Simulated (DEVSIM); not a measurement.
System: isotype n-n heterojunction GaP/Si, at 300 K.

```csv
layer (left to right),material,thickness (μm),Nd (cm⁻³),τn (s),τp (s)
1,GaP,0.110,3.6e16,2.2e-7,2.2e-7
2,Si,0.370,1.3e14,2.2e-7,2.2e-7
```

Left contact: ohmic. Right contact: ohmic. Voltage is applied to the left contact. Recombination: SRH at mid-gap, radiative. Mobility is μmin + (μ − μmin)/(1 + (N/Nref)^α).

The device is made up for the run: typed textbook-type constants, with dimensions and the other settings drawn at random. Values at 300 K.

| parameter | GaP | Si |
|---|---|---|
| gap (eV) | 2.26 | 1.124 |
| affinity (eV) | 3.8 | 4.05 |
| permittivity | 11.1 | 11.7 |
| Nc (cm⁻³) | 1.8e19 | 2.86e19 |
| Nv (cm⁻³) | 1.9e19 | 3.1e19 |
| μn (cm²/Vs) | 250 | 1417 |
| μp (cm²/Vs) | 150 | 470 |
| μn,min | 10 | 52 |
| μp,min | 10 | 45 |
| Nref,n | 4.4e18 | 9.7e16 |
| Nref,p | 1e18 | 2.2e17 |
| αn | 0.8 | 0.68 |
| αp | 0.85 | 0.72 |
| B (cm³/s) | 1e-13 | 4.7e-15 |

Model (solved in DEVSIM): 1D drift-diffusion, Boltzmann statistics, complete ionisation; no tunnelling, impact ionisation, image-force lowering or self-heating. Band offsets follow the typed affinities; no thermionic-emission limit at abrupt steps, no polarisation charge.

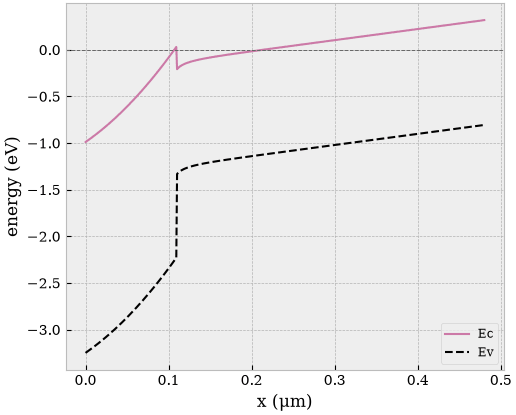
Figure: Band edges at 1.15 V on the left contact

Energies count from the Fermi level of the right contact; mesh points crowd at the junctions.

```tsv
x (μm)	Ec (eV)	Ev (eV)	n (cm⁻³)	p (cm⁻³)	field (V/cm)
0.000	-0.989	-3.249	3.6e16	< 1e2	64000
0.003606	-0.966	-3.226	1.5e16	< 1e2	64000
0.009128	-0.930	-3.190	3.8e15	< 1e2	67000
0.01897	-0.862	-3.122	3.8e14	< 1e2	72000
0.04386	-0.663	-2.923	1.0e14	< 1e2	87000
0.06881	-0.428	-2.688	8.9e13	< 1e2	100000
0.08767	-0.226	-2.486	8.0e13	< 1e2	110000
0.1011	-0.069	-2.329	7.4e13	< 1e2	120000
0.1069	0.001	-2.259	7.2e13	< 1e2	120000
0.1102	-0.208	-1.332	1.6e18	< 1e2	110000
0.1140	-0.177	-1.301	4.7e17	< 1e2	62000
0.1234	-0.137	-1.261	1.0e17	< 1e2	31000
0.1370	-0.105	-1.229	2.9e16	< 1e2	19000
0.1586	-0.070	-1.194	7.5e15	< 1e2	14000
0.2190	0.007	-1.117	5.1e14	< 1e2	12000
0.2950	0.098	-1.026	1.4e14	180	12000
0.3760	0.194	-0.930	1.3e14	7400	12000
0.4225	0.249	-0.875	1.3e14	63000	12000
0.4544	0.288	-0.836	1.3e14	270000	12000
0.4674	0.303	-0.821	1.3e14	500000	12000
0.4749	0.312	-0.812	1.3e14	710000	12000
0.4800	0.318	-0.806	1.3e14	890000	12000
```
